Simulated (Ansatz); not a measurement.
**CH6OSn: rigid scan of one bond length, by script**

How does the energy of CH6OSn change as one bond is stretched? The task is a rigid scan of one bond length, for CH6OSn. SMILES: O[CH2][SnH3].

All numbers are computed with the Python package of Ansatz 0.2.0. Level of theory: CAM-B3LYP/def2-SVP.

## (1) The structure

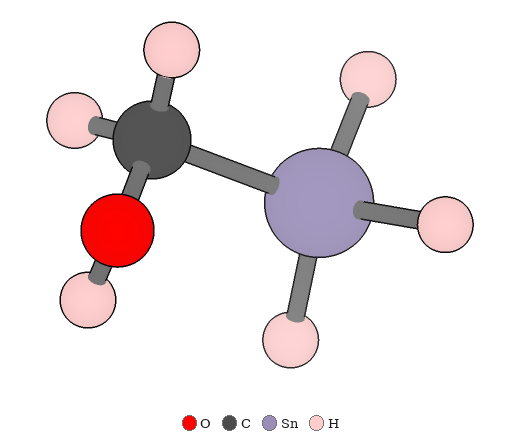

The structure that the script starts from, seen from a chosen angle (oxygen red, carbon dark grey, tin purple, hydrogen pink).

The script holds or builds the structure itself.

## (2) Script

scan.py reads:

```python
# -*- coding: utf-8 -*-
import logging
import sys

import ansatz as az
from ase import Atoms
import matplotlib.pyplot as plt
import numpy as np

logging.basicConfig(stream=sys.stdout, format="%(levelname)s:%(name)s:%(message)s")
log = logging.getLogger("calc")
log.setLevel(logging.INFO)

atoms = Atoms(["O", "C", "Sn", "H", "H", "H", "H", "H", "H"], positions=[
    (-1.3406, 1.0495, -0.4896),
    (-0.014, 0.859, -0.5317),
    (0.4419, -0.8481, 0.6597),
    (-1.7327, 0.3388, -0.9766),
    (0.5182, 1.7399, -0.1364),
    (0.3335, 0.7128, -1.5768),
    (-0.3218, -2.2545, 0.0397),
    (2.2435, -1.0964, 0.6316),
    (-0.0396, -0.5472, 2.3632),
])
mol = az.Crystal.molecule_from_ase(atoms)

symbols = [site.symbol for site in mol.cartesian_sites]
start = np.array([site.position_ang for site in mol.cartesian_sites])
axis = (start[5] - start[1]) / np.linalg.norm(start[5] - start[1])
moving = [5]
lengths, energies = [0.978, 1.022, 1.067, 1.111, 1.155, 1.2, 1.244, 1.311], []
for length in lengths:
    xyz = start.copy()
    xyz[moving] += (length - np.linalg.norm(start[5] - start[1])) * axis
    point = az.Crystal.molecule()
    for symbol, place in zip(symbols, xyz):
        point = point.atom(symbol, place.tolist())
    calc = point.calculation().basis(gaussian="def2-SVP").functional("cam_b3lyp")
    report = calc.run(threads=1).report
    energies.append(report["free_energy_ev"])
    log.info(f"r = {length:6.3f} A  E = {energies[-1]:.5f} eV  <S^2> = {abs(report['mean_field']['state']['spin_squared']):.3f}")

fit = np.polynomial.Polynomial.fit(lengths, np.array(energies) - min(energies), 4).convert()
roots = [r.real for r in fit.deriv().roots() if abs(r.imag) < 1e-9 and fit.deriv(2)(r.real) > 0]
r_e = min(roots, key=lambda r: abs(r - lengths[int(np.argmin(energies))]))
log.info(f"minimum of the fit at {r_e:.4f} A, force constant {fit.deriv(2)(r_e):.2f} eV/A^2")
plt.figure(figsize=(4.5, 3))
plt.plot(lengths, np.array(energies) - min(energies), "o-")
plt.xlabel("bond length (A)")
plt.ylabel("E - E(min) (eV)")
plt.tight_layout()
plt.savefig("scan.png", dpi=100)
```

## (3) What the engine is handed

The package turns the script's settings into the engine's input (first run):

```yaml
crystal:
  periodic: [false, false, false]
  atoms:
    - { symbol: O, position_ang: [-1.3406, 1.0495, -0.4896] }
    - { symbol: C, position_ang: [-0.014, 0.859, -0.5317] }
    - { symbol: Sn, position_ang: [0.4419, -0.8481, 0.6597] }
    - { symbol: H, position_ang: [-1.7327, 0.3388, -0.9766] }
    - { symbol: H, position_ang: [0.5182, 1.7399, -0.1364] }
    - { symbol: H, position_ang: [0.2918946750970829, 0.7303041683476446, -1.4516727336516873] }
    - { symbol: H, position_ang: [-0.3218, -2.2545, 0.0397] }
    - { symbol: H, position_ang: [2.2435, -1.0964, 0.6316] }
    - { symbol: H, position_ang: [-0.0396, -0.5472, 2.3632] }
basis:
  gaussian:
    orbitals: def2-SVP
hamiltonian:
  xc: cam_b3lyp
```

## (4) Launch

The run is started by

```console
python scan.py
```

The log of the run:

```text
INFO:calc:r =  0.978 A  E = -9006.84973 eV  <S^2> = 0.000
INFO:calc:r =  1.022 A  E = -9007.05766 eV  <S^2> = 0.000
INFO:calc:r =  1.067 A  E = -9007.16781 eV  <S^2> = 0.000
INFO:calc:r =  1.111 A  E = -9007.19771 eV  <S^2> = 0.000
INFO:calc:r =  1.155 A  E = -9007.16834 eV  <S^2> = 0.000
INFO:calc:r =  1.200 A  E = -9007.09146 eV  <S^2> = 0.000
INFO:calc:r =  1.244 A  E = -9006.98170 eV  <S^2> = 0.000
INFO:calc:r =  1.311 A  E = -9006.76813 eV  <S^2> = 0.000
INFO:calc:minimum of the fit at 1.1091 A, force constant 31.00 eV/A^2
```

Run time: 20 s. Hardware: 1 thread of Arm Neoverse V1, shared host; peak memory 0.28 GiB.

## (5) Inputs of later runs

The engine's inputs for some of the other runs:

Run 3, against run 1:

```diff
@@ -9 +9 @@
-    - { symbol: H, position_ang: [0.2918946750970829, 0.7303041683476446, -1.4516727336516873] }
+    - { symbol: H, position_ang: [0.31973171608240025, 0.7185925844856204, -1.5353921337488243] }
```

Run 7, against run 1:

```diff
@@ -9 +9 @@
-    - { symbol: H, position_ang: [0.2918946750970829, 0.7303041683476446, -1.4516727336516873] }
+    - { symbol: H, position_ang: [0.3750930223116269, 0.6953010075914824, -1.701890266526277] }
```

Run 8, against run 1:

```diff
@@ -9 +9 @@
-    - { symbol: H, position_ang: [0.2918946750970829, 0.7303041683476446, -1.4516727336516873] }
+    - { symbol: H, position_ang: [0.3960489969859669, 0.6864844219874867, -1.7649149834533353] }
```

## (6) The engine's runs

From the records of these 8 runs:

```csv
run,distance (Å),energy from run 4 (eV),SCF cycles,CPU time (s)
1,0.98,0.3480,16,2.4
2,1.02,0.1401,16,2.5
3,1.07,0.0299,16,2.6
4,1.11,0.0000,14,2.4
5,1.16,0.0294,14,2.3
6,1.20,0.1063,14,2.2
7,1.24,0.2160,14,2.2
8,1.31,0.4296,14,2.2
```

## (7) Outcome

| quantity | value |
| --- | --- |
| bond length at the fit's minimum | 1.1091 Å |
| runs compared | 8 |
| range of energy | 0.430 eV |
| lowest point, distance (Å) | 1.11 |

**Reading.** The curve has its lowest point inside the range, at 1.11. The ends stand 0.348 and 0.43 eV above it. The distance scanned is the script's pair 1, 5. Caveats:
- The rest of the molecule is held rigid at a force-field or estimated start geometry, and the basis set is modest; single-reference methods fail as a bond breaks.
- def2 sets replace the cores of elements past krypton by effective core potentials.
- The orbitals are restricted, so S² is zero by construction.
